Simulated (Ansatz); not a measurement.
Consider BF$_{3}$H$_{3}$P (SMILES [BH3-][P+](F)(F)F).

The calculation's input:

```
crystal:
  periodic: [false, false, false]
  atoms:
    - {symbol: B, position_ang: [-1.543091, 0.860785, -0.464868]}
    - {symbol: F, position_ang: [0.659797, -0.878481, 0.424737]}
    - {symbol: F, position_ang: [-1.262420, -2.068811, -0.396416]}
    - {symbol: F, position_ang: [-1.324537, -1.036060, 1.775223]}
    - {symbol: P, position_ang: [-0.897101, -0.708242, 0.299283]}
    - {symbol: H, position_ang: [-1.059069, 0.839277, -1.565468]}
    - {symbol: H, position_ang: [-2.734634, 0.703165, -0.424563]}
    - {symbol: H, position_ang: [-1.112386, 1.710151, 0.269437]}
basis:
  gaussian: {orbitals: def2-TZVPD}
hamiltonian: {xc: pbe0}
output: {forces: true, orbitals: {seedname: orbitals}}
```

Command:

```sh
ansatz run input.yaml --threads 2 --pin off --max-ram 4350MiB --events-out events.jsonl --progress --plain --runs-dir runs
```

Geometry: B3LYP-D3(BJ)/6-311G**.

Theory: isolated molecule in a Gaussian basis; Kohn-Sham density functional theory, functional PBE0 in Ansatz.

Question: Predict the electron density and electron localisation function between the atoms.

Answer: P–F (1.57 Å): the density is about 1.5 e/Å³ at the midpoint; the ELF peaks at about 0.85 between the atoms; a shared but strongly polarised pair.
B–P (1.86 Å): ρ is about 1.1 e/Å³ halfway; the ELF peaks at about 0.95 between the atoms; a covalent bond.
B–H (1.20 Å): ρ is about 1.2 e/Å³ halfway; the ELF climbs to about 1 towards the hydrogen, as it does in any bond to H; an ordinary covalent bond to hydrogen.

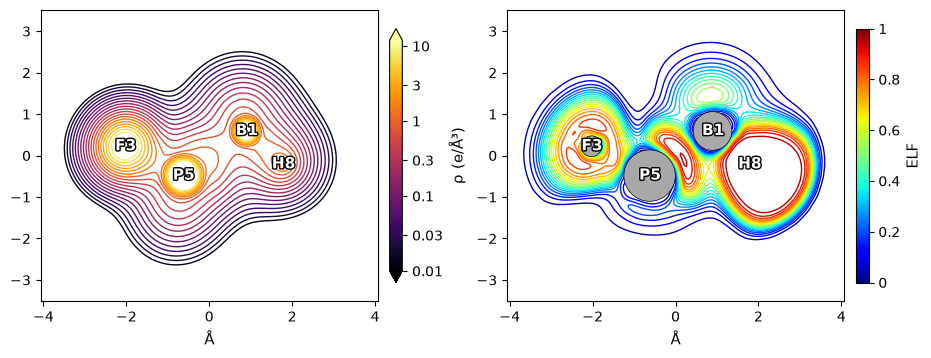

Computed electron density and electron localisation function on the plane of atoms B1, P5 and F3, in this order. Grey discs cover the atomic cores in the ELF map. 
